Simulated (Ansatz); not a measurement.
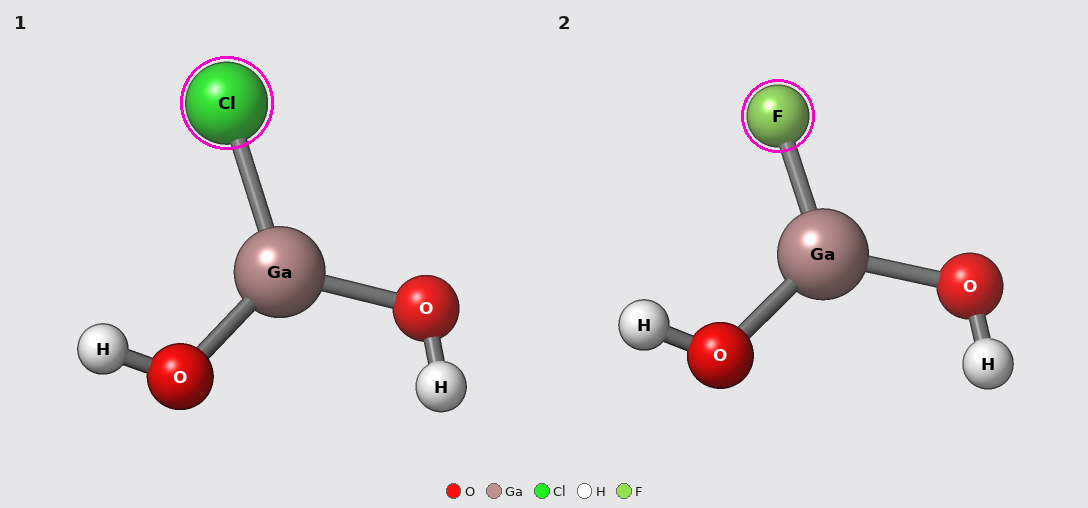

2 molecules with one skeleton, seen from the same side and at one scale; the atom that differs is circled. Each species is neutral and a spin singlet. Computed geometries: PBE0-D4/def2-TZVP optimisations, one conformation each. Properties computed with Ansatz 0.2.0.

One atom differs, called X below: Cl in panel 1, F in panel 2. Their formulas are ClGaH2O2 (`[OH][Ga]([OH])[Cl]`), FGaH2O2 (`[OH][Ga]([OH])[F]`).

In which is the length of X–Ga larger (PBE0-D4/def2-TZVP)?

In panel 1 (X = Cl).

In which is the harmonic X–Ga stretching wavenumber higher (PBE0-D4/def2-TZVP)?

In panel 2 (X = F).

Give the values. With PBE0-D4/def2-TZVP: length of X–Ga (Å), mean angle O–Ga–X (°), harmonic X–Ga stretching wavenumber (cm⁻¹). With B3LYP-D4/def2-TZVPP: dipole moment (D), HOMO energy (Kohn–Sham orbital) (eV), HOMO–LUMO gap (eV).

| quantity | 1 (Cl) | 2 (F) | 2 − 1 |
| --- | --- | --- | --- |
| length of X–Ga (Å) | 2.122 | 1.743 | −0.379 |
| mean angle O–Ga–X (°) | 120.2 | 118.4 | −1.8 |
| dipole moment (D) | 1.57 | 1.93 | +0.36 |
| HOMO energy (Kohn–Sham orbital) (eV) | −8.96 | −9.07 | −0.11 |
| HOMO–LUMO gap (eV) | 7.38 | 7.37 | −0.01 |
| harmonic X–Ga stretching wavenumber (cm⁻¹) | 429 | 725 | +296 |
